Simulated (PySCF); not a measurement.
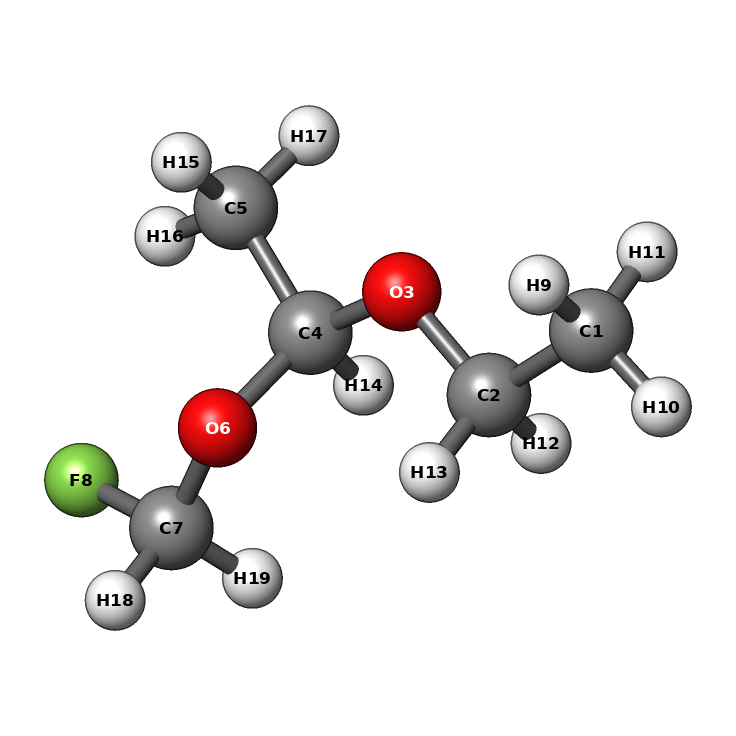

Every bond is drawn as one stick. The computed structure is the end point of a GFN2-xTB optimisation. No frequency run is at hand to confirm it as a minimum. Method: PBE0/pcSseg-1 (PySCF 2.14.0).

List the Mayer bond orders of C1–C2, C2–O3, O3–C4, C4–C5, C4–O6, O6–C7, C7–F8 (bonds between heavy atoms, one of each equivalent set).

```csv
bond,Mayer order,length (Å)
C1–C2,1.08,1.519
C2–O3,0.89,1.420
O3–C4,1.00,1.380
C4–C5,1.04,1.522
C4–O6,0.82,1.437
O6–C7,1.05,1.356
C7–F8,0.89,1.381
```
